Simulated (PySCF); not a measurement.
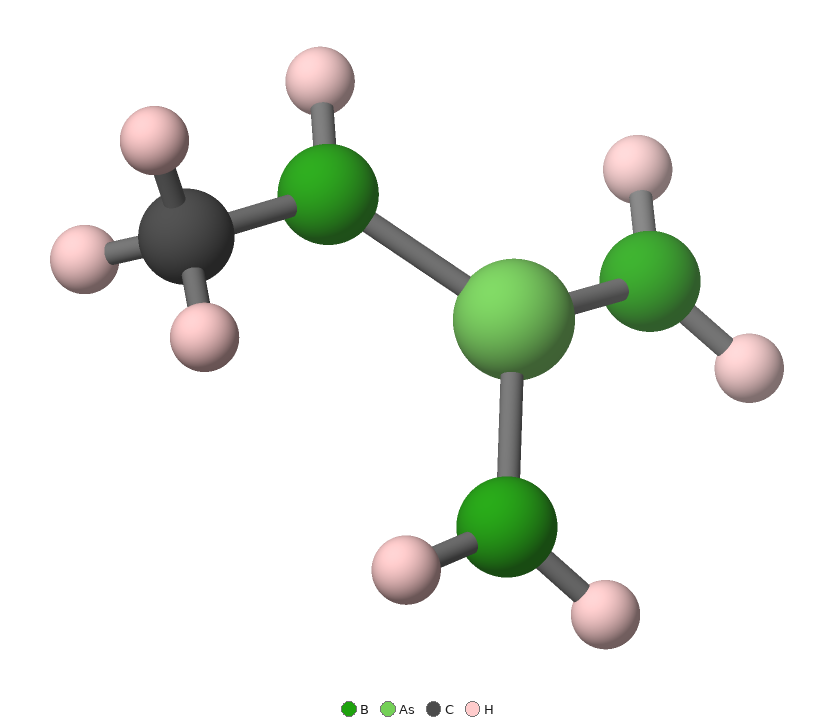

A ball-and-stick model of a molecule. Every bond is drawn as one stick, whatever its order.

The geometry was computed by an optimisation with GFN2-xTB. No frequency run is at hand to confirm it as a minimum.

Give the formula.

CH₈AsB₃, 13 atoms: 1 carbon, 8 hydrogen, 1 arsenic and 3 boron.

Which point group does it belong to?

C1.

The parts below concern this one geometry. Atoms keep their numbers from picture to picture.

## Shape

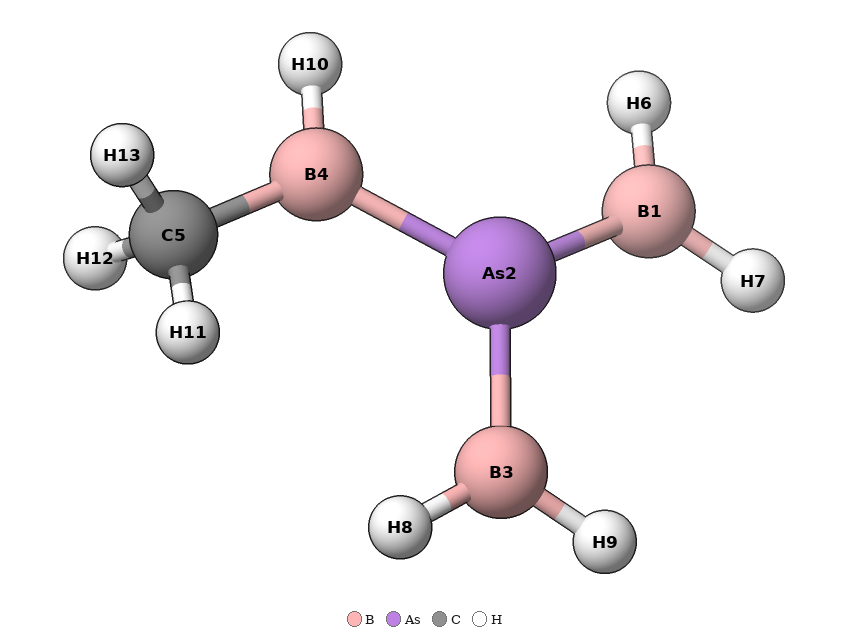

The atoms are numbered. No frequency run is at hand to confirm it as a minimum.

What is the geometry at C5?

C5 has 4 neighbours (B4 at 1.58, H11 at 1.09, H12 at 1.09, H13 at 1.09 Å); the arrangement is tetrahedral.

How are the neighbours of atom 1 arranged?

B1 has 3 neighbours (As2 at 1.92, H6 at 1.17, H7 at 1.17 Å); the arrangement is trigonal planar.

What is the geometry at B4?

B4 has 3 neighbours (As2 at 1.94, C5 at 1.58, H10 at 1.18 Å); the arrangement is trigonal planar.

Describe the coordination of atom 3.

B3 has 3 neighbours (As2 at 1.92, H8 at 1.17, H9 at 1.17 Å); the arrangement is trigonal planar.

What is the dihedral angle B1–As2–B4–C5?

164° in size, that is anti.

## Electronic properties

No frequency run is at hand to confirm it as a minimum. Level of theory: CAM-B3LYP/def2-SVPD, gas phase (PySCF 2.14.0). Excitations: vertical, linear response.

Estimate the LUMO energy (Kohn–Sham orbital).

−1.17 eV.

Give the lowest vertical singlet excitation at this level.

4.55 eV.

What is the dipole moment?

0.93 D.

What is the HOMO energy (Kohn–Sham orbital)?

−8.54 eV.

## Core levels

No frequency run is at hand to confirm it as a minimum. Properties computed with delta-SCF UKS SCAN, pcX-2 on the ionised atom, pcseg-1 elsewhere, spin-free X2C (PySCF 2.14.0).

Give the core-electron binding energies (to vacuum) of B1 1s, B4 1s, C5 1s.

| atom | level | binding energy (eV) |
| --- | --- | --- |
| B1 | 1s | 195.2 |
| B4 | 1s | 195.5 |
| C5 | 1s | 290.1 |

## Polarisability

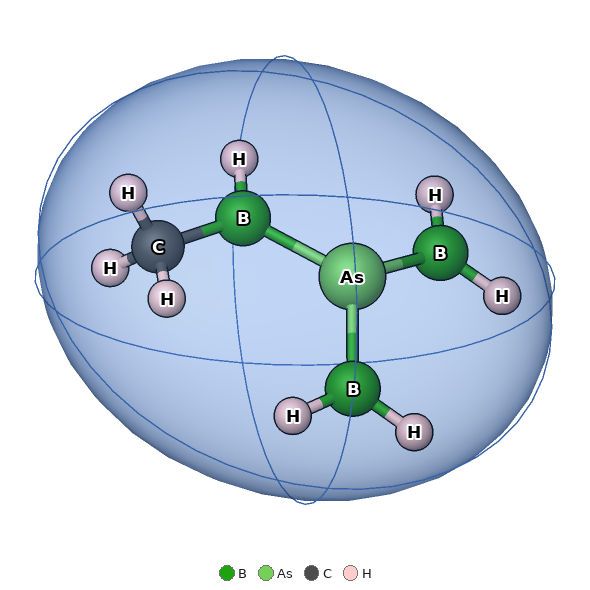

The ellipsoid shows the static dipole polarisability: its half-axes are proportional to the principal values. No frequency run is at hand to confirm it as a minimum. Method: CAM-B3LYP/def2-SVPD (PySCF 2.14.0).

Give the principal values, the mean and the anisotropy.

Principal values 64.4, 102.2, 113.0 bohr³; mean 93.2 bohr³ (13.81 Å³); anisotropy 44.3 bohr³, so the longest axis is 1.76 times the shortest.

The geometry is semi-empirical. Around As, B such bond lengths and angles can be off by a tenth of an ångström or more and by several degrees, and values that hang on the shape move with them.
